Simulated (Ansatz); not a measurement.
The starting structures come from a database of crystals and need not be the phases stable at ambient conditions.

 Where the default PAW files enter, the runs use the earlier of Ansatz's two default sets.

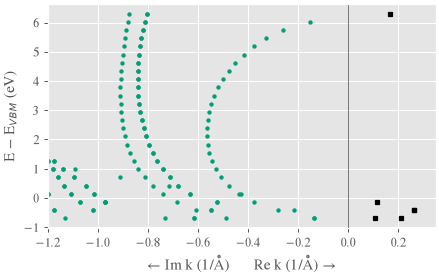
Complex bands at the centre of the two-dimensional zone; r2SCAN run with Ansatz (a quantum-chemistry and plane-wave program)

The gap is the functional's own. No spin-orbit coupling. Mid-gap values are interpolated on the energy grid.

Q: This is Na₂SnF₆ (P4_2/mnm, not sure to be the ambient phase, 18 atoms a cell, 14.1 Å³ an atom) along the normal of (001). Read off the slowest decay at the centre of the two-dimensional zone at 2.94 eV, the computed energy nearest the middle of the gap.

A: κ ≈ 0.55 1/Å, a decay length 1/(2κ) of the density of 0.90 Å.
